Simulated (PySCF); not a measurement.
**CH4BF2GaO (SMILES FCO[BH][GaH][F]): levels of theory compared**

Aim: a comparison of 5 runs (HF/3-21G, B2PLYP/3-21G, B2PLYP/6-31G, B3LYP/6-31G*, B3LYP/cc-pVDZ) of CH4BF2GaO. The job is set up through a Python script.

Program for the calculation: PySCF 2.14.0.

## (1) The molecule

CH4BF2GaO has 10 atoms, charge 0, and is taken as a singlet. As SMILES, `FCO[BH][GaH][F]`. Geometry: a GFN2-xTB relaxation, a rough one for these elements and not checked as a minimum. This is one conformer, not always the lowest.

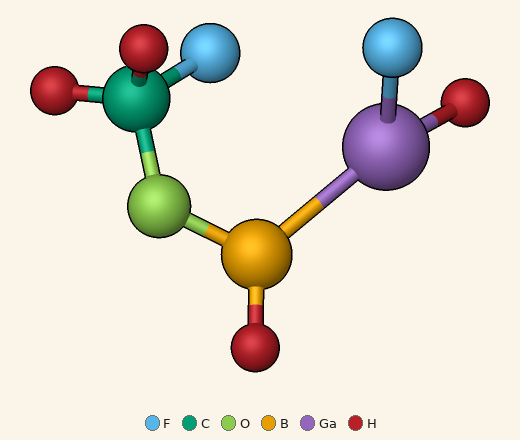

The structure, seen from a chosen angle (fluorine blue, carbon teal, oxygen green, boron amber, gallium purple, hydrogen red).

## (2) Energy and gradient at HF/3-21G (run 1)

Contents of calc.py:

```python
import pyscf.grad
from pyscf import gto, scf

molecule = gto.M(
    atom=[
    ('F', (-1.376120, 0.036250, 0.376330)),
    ('C', (-0.492510, -0.770330, 1.098400)),
    ('O', (0.530000, -1.220520, 0.314060)),
    ('B', (1.012740, -0.626690, -0.775090)),
    ('Ga', (0.103580, 1.233250, -1.221780)),
    ('F', (0.440340, 2.281450, 0.191740)),
    ('H', (-0.119880, -0.144350, 1.919900)),
    ('H', (-1.085360, -1.618810, 1.465650)),
    ('H', (1.914490, -1.200870, -1.256010)),
    ('H', (-0.927280, 2.030610, -2.113200)),
],
    max_memory=1860,
    verbose=3,
    basis='3-21g',
)

myscf = scf.RHF(molecule)
myscf.conv_tol = 1e-10
myscf.kernel()
if not myscf.converged:
    myscf = myscf.newton().run(myscf.mo_coeff, myscf.mo_occ)

etot = myscf.e_tot
print('Final energy', etot)
grad = myscf.Gradients().kernel()
myscf.analyze()
```

Started as:

```console
$ OMP_NUM_THREADS=1 python calc.py
```

What it wrote:

```text
converged SCF energy = -2250.6901551036
[... 19 lines left out ...]
MO #10  energy= -7.60591495492619  occ= 2
[... 12 lines left out ...]
MO #23  energy= -0.988646472692833 occ= 2
[... 12 lines left out ...]
MO #36  energy= -0.374920203993621 occ= 2
[... 12 lines left out ...]
MO #49  energy= 0.458529481296943  occ= 0
[... 12 lines left out ...]
MO #62  energy= 1.43938110051549   occ= 0
[... 12 lines left out ...]
MO #75  energy= 4.03720058202051   occ= 0
[... 11 lines left out ...]
Dipole moment(X, Y, Z, Debye): -0.22993, -2.95836, -0.08295
```

It took 3.9 s on 1 thread of Intel Xeon Platinum 8488C (Sapphire Rapids), shared host; peak memory 0.15 GiB.

## (3) A single-point energy at B2PLYP/3-21G (run 2)

Contents of input.py:

```python
# FCO[BH][GaH][F]
from pyscf import gto, dft, mp

mol = gto.M(
    atom='''
F   -1.376120   0.036250   0.376330
C   -0.492510  -0.770330   1.098400
O    0.530000  -1.220520   0.314060
B    1.012740  -0.626690  -0.775090
Ga   0.103580   1.233250  -1.221780
F    0.440340   2.281450   0.191740
H   -0.119880  -0.144350   1.919900
H   -1.085360  -1.618810   1.465650
H    1.914490  -1.200870  -1.256010
H   -0.927280   2.030610  -2.113200
''',
    basis='3-21g',
    max_memory=1860,
    verbose=4,
    charge=0,
)

mf = dft.RKS(mol, xc='0.53*HF + 0.47*B88, 0.73*LYP')
mf.grids.level = 5
mf.conv_tol = 1e-10
mf.kernel()
if not mf.converged:
    mf = mf.newton().run(mf.mo_coeff, mf.mo_occ)

pt = mp.MP2(mf, frozen=14).run()
energy = mf.e_tot + 0.27 * pt.e_corr
print('PT2 part  %.8f' % (0.27 * pt.e_corr))
print('E(%s) = %.9f' % ('B2PLYP', energy))
mf.analyze()
```

Started as:

```console
$ OMP_NUM_THREADS=1 python input.py
```

What it wrote:

```text
PySCF version 2.14.0

[... 108 lines left out ...]
MO #5   energy= -41.1085173896526  occ= 2
[... 13 lines left out ...]
MO #19  energy= -0.858775739904641 occ= 2
[... 13 lines left out ...]
MO #33  energy= -0.40802596781471  occ= 2
[... 13 lines left out ...]
MO #47  energy= 0.263061073526845  occ= 0
[... 13 lines left out ...]
MO #61  energy= 1.24240371425115   occ= 0
[... 13 lines left out ...]
MO #75  energy= 3.78598807221102   occ= 0
[... 88 lines left out ...]
Dipole moment(X, Y, Z, Debye): -0.39209, -2.86681,  0.37261
```

Wall time 20 s (1 thread of Intel Xeon Platinum 8488C (Sapphire Rapids), shared host); peak memory 0.42 GiB.

Runs 3 to 4 aren't shown in full; the table further down has their settings and results.

## (4) Energy and forces at B3LYP/cc-pVDZ (run 5)

Contents of run.py:

```python
# FCO[BH][GaH][F]
import pyscf.grad
from pyscf import gto, dft

molecule = gto.M(
    atom=[
    ('F', (-1.376120, 0.036250, 0.376330)),
    ('C', (-0.492510, -0.770330, 1.098400)),
    ('O', (0.530000, -1.220520, 0.314060)),
    ('B', (1.012740, -0.626690, -0.775090)),
    ('Ga', (0.103580, 1.233250, -1.221780)),
    ('F', (0.440340, 2.281450, 0.191740)),
    ('H', (-0.119880, -0.144350, 1.919900)),
    ('H', (-1.085360, -1.618810, 1.465650)),
    ('H', (1.914490, -1.200870, -1.256010)),
    ('H', (-0.927280, 2.030610, -2.113200)),
],
    charge=0,
    spin=0,
    basis='cc-pvdz',
    max_memory=1860,
    verbose=4,
)

calc0 = dft.RKS(molecule)
calc0.xc = 'b3lyp'
calc0.grids.level = 5
calc0.conv_tol = 1e-10
calc0.kernel()
if not calc0.converged:
    calc0 = calc0.newton().run(calc0.mo_coeff, calc0.mo_occ)

e_final = calc0.e_tot
print(f'total energy: {e_final:.8f} hartree')
grad = calc0.Gradients().kernel()
dip = calc0.dip_moment()
pop, q = calc0.mulliken_pop()
```

Started as:

```console
$ OMP_NUM_THREADS=1 python run.py
```

What it wrote:

```text
PySCF version 2.14.0

[... 82 lines left out ...]
converged SCF energy = -2265.21169205291
total energy: -2265.21169205 hartree
[... 12 lines left out ...]
Dipole moment(X, Y, Z, Debye): -0.29669, -3.04650,  0.35156
[... 128 lines left out ...]
charge of    9H =     -0.09882
```

Run time: 61 s. Hardware: 1 thread of Intel Xeon Platinum 8488C (Sapphire Rapids), shared host; peak memory 1.2 GiB.

## (5) The series

```csv
run,level,task,frozen core orbitals,energy (Eh),dipole moment (D),HOMO energy (eV),LUMO energy (eV),wall time
1,HF/3-21G,gradient,–,-2250.690155,2.97,-10.20,1.94,3.9 s
2,B2PLYP/3-21G,energy,14,-2253.104962,2.92,-8.24,0.03,20 s
3,B2PLYP/6-31G,energy,14,-2264.009224,3.16,-8.60,-0.28,21 s
4,B3LYP/6-31G* (spherical functions),gradient,–,-2264.941698,3.08,-7.04,-1.52,54 s
5,B3LYP/cc-pVDZ,gradient,–,-2265.211692,3.08,-7.10,-1.61,61 s
```

## (6) Summary of results

| quantity | value |
| --- | --- |
| run 5: total energy | -2265.21169 Eh |
| run 5: dipole moment | 3.08 D |
| run 5: HOMO energy | -7.10 eV |
| run 5: LUMO energy | -1.61 eV |
| run 5: HOMO–LUMO gap | 5.49 eV |
| run 5: largest force on an atom | 1.457 eV/Å |

The dipole moment (its size) runs from 2.92 D (B2PLYP/3-21G) to 3.16 D (B2PLYP/6-31G). A double hybrid's value is that of its SCF part. The HOMO–LUMO gap runs from 5.49 eV (B3LYP/cc-pVDZ) to 12.15 eV (HF/3-21G). The two ends differ in method and basis. Totals of different functionals can't be ranked against each other. All runs together took 2.7 min, the longest 61 s.
